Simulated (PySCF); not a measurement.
SMILES [CH3][Mg][S]C (C2H6MgS) at its PBE0/def2-SVP optimised geometry (Å):

```
10

Mg    -0.1330     0.6578     0.0000
C     -2.2197     0.7043    -0.0466
H     -2.5919     1.5800    -0.6057
H     -2.6526     0.7608     0.9668
H     -2.6420    -0.1925    -0.5310
S      2.1875     0.6578     0.0000
C      2.6526    -0.5680     1.2799
H      2.2900    -0.2868     2.2790
H      3.7506    -0.5959     1.3166
H      2.2984    -1.5800     1.0367
```

Computed with PBE0/def2-TZVP in PySCF 2.14.0. Cells within 0.4 Å of a nucleus heavier than hydrogen are left out (blank, or x).

Map of the log10 of the electron density (e/bohr³), floored at −4 on the plane z = 0.0 Å:

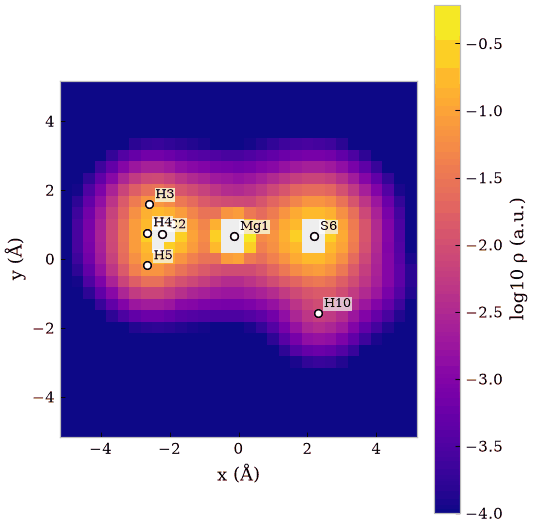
Figure: Log10 of the electron density (e/bohr³), floored at −4 on the plane z = 0.0 Å.
